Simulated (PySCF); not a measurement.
# C5H11FSi: what the fields show

```xyz
18

C     1.5482   -1.1572   -0.2081
C     0.7311    0.1269   -0.0922
C     1.2983    1.0288    1.0036
C    -0.7216   -0.1982    0.1960
Si   -1.9615   -0.7212   -1.1350
C    -1.7688    0.8691   -0.1186
F    -2.6438    1.1626    0.9021
H     1.1479   -1.7912   -0.9964
H     1.5148   -1.7112    0.7275
H     2.5872   -0.9311   -0.4356
H     0.7835    0.6619   -1.0478
H     1.2916    0.5091    1.9595
H     2.3226    1.3143    0.7735
H     0.7015    1.9326    1.1018
H    -0.8550   -0.6330    1.1829
H    -1.5455   -0.6313   -2.5217
H    -3.0246   -1.6293   -0.7619
H    -1.4146    1.8047   -0.5413
```

Geometry: GFN2-xTB.

Theory: PySCF 2.14.0, PBE0/pcSseg-1, SCF density, gas phase, non-relativistic.

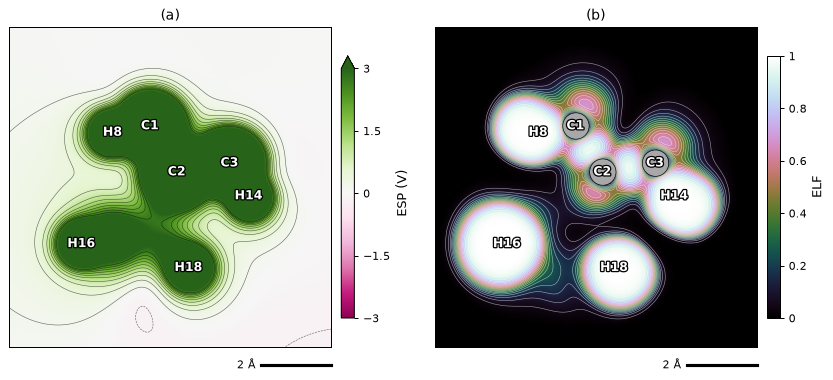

Figure 1. (a) electrostatic potential; (b) electron localisation function on the plane of atoms C2, C3 and H14. Grey discs cover the atomic cores in the ELF map.

> What do the fields say about this system?

- Atoms in the plane: C and H.
- C–C (1.53 Å): the ELF peaks at about 0.95 between the atoms, as expected for localised, covalent bonding.
- C–H (1.09 Å): the ELF climbs to about 1 towards the hydrogen, as it does in any bond to H (a covalent bond by its length).
- The potential has no marked negative region in this plane.

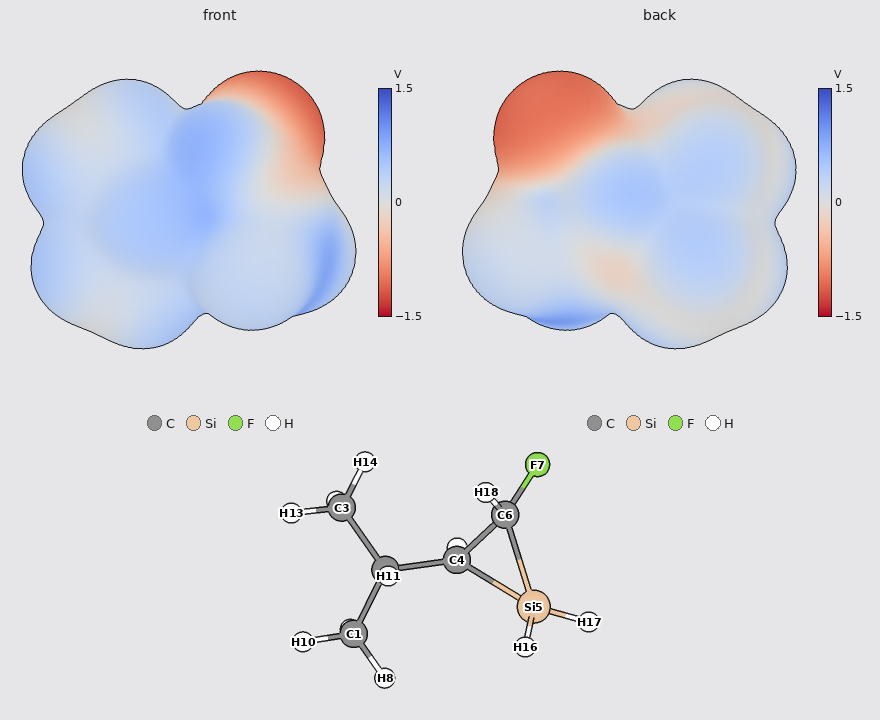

Figure 2. The molecular electrostatic potential painted on the density surface at 0.001 e/bohr³, seen from the front and from behind; the colour scale runs from red (negative) to blue (positive). The bare structure is drawn below in the same view.

> Describe the electrostatic potential map.

The most negative region (about −1.1 V) lies over F7, the most positive (about +0.8 V) over Si5.
